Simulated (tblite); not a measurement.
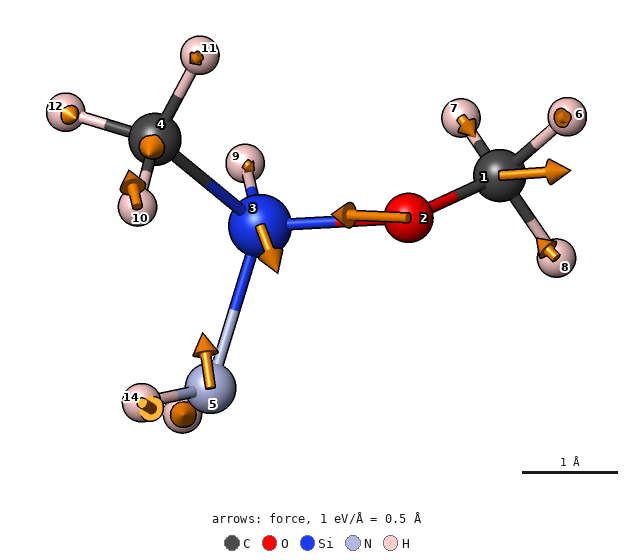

Starting geometry of C$_{2}$H$_{9}$NOSi with the computed forces as orange arrows. The picture is a ball-and-stick view, seen at a tilt.

Theory: GFN2-xTB geometry optimisation, gas phase in tblite 0.8.0. 

Q: What follows when this structure is relaxed?

A: It isn't relaxed: the largest force vector, on the O atom, is 1.99 eV/Å. The final displacements have little in common with the starting forces (cosine between the two patterns 0.24). The largest move after the best rigid fit is that of an H atom, 1.08 Å. Largest moves by element: H 1.08 Å, O 0.67 Å, Si 0.34 Å, N 0.32 Å, C 0.23 Å. Among the contacts that change: N–Si 1.787 → 1.730 Å, O–Si 1.679 → 1.625 Å, C–H 1.119 → 1.084 Å, H–N 1.035 → 1.008 Å. Bond angles that change, for instance: C–O–Si 115.2° → 128.0°, Si–N–H 108.6° → 118.9°, Si–N–H 111.8° → 119.1°. Groups turn about N–Si by about 60°, O–Si by about 55°, C–O by about 35°. Over 116 geometry steps the energy falls by 12.0 kcal/mol. The run took 0.91 s on 1 thread of Arm Neoverse N1 (shared host).
